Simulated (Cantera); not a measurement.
Feed: 1 mol Fe2O3, 1.3 mol C, 0.32 mol N2, equilibrated at 55.0 Pa.

Equilibrium computed with Cantera from the NASA thermochemical tables; the gas is ideal and each condensed phase is pure. Candidate condensed phases: C, Fe, Fe(CO)5, FeO, Fe2O3, Fe3O4; 27 gas species. Each liquid is taken as pure. Mutual solubility and eutectic melting of coexisting phases are not modelled. The tables' stoichiometric FeO is somewhat more stable than real wüstite, so its field is too wide. FeO: taken at fixed stoichiometry. Kinetics and transport are ignored.

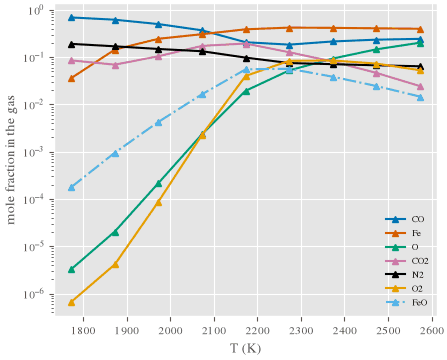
Figure. Equilibrium gas composition (values under 1e-9 drawn at 1e-9)

At 1773 K the condensed part is Fe(δ) + FeO(l). At 1873 K the condensed part is Fe(l) + FeO(l). From 1973 K to 2173 K the condensed part is FeO(l). From 2273 K to 2573 K nothing is condensed. The main Fe-bearing gas is Fe throughout.
